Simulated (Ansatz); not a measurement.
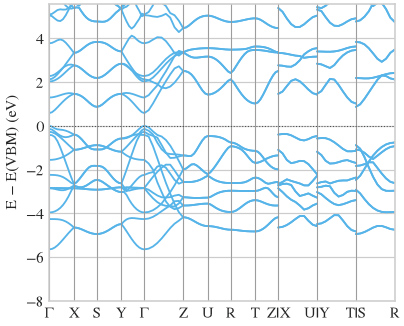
Figure: Band structure from PBE in the plane-wave PAW code Ansatz

**Question.** Read off the gap and where the band edges lie.

**Answer.** About 0.6 eV (0.58 eV by a search for the band edges); maximum at Γ, minimum at Γ.

The material is HfS$_{2}$ in space group Pnnm (No. 58; Hf on 2a, S on 4g).

The cell is a constructed one: a structure type filled with these elements; neither database checked (COD, Materials Project) lists it. Its standing as an ambient phase is unchecked. The cell was relaxed with PBE under the symmetry of its start; its stability against distortions is not shown here. The run is not spin-polarised. Spin–orbit coupling is left out wherever it is not named.

Potentials: the later of the program's two PAW sets.
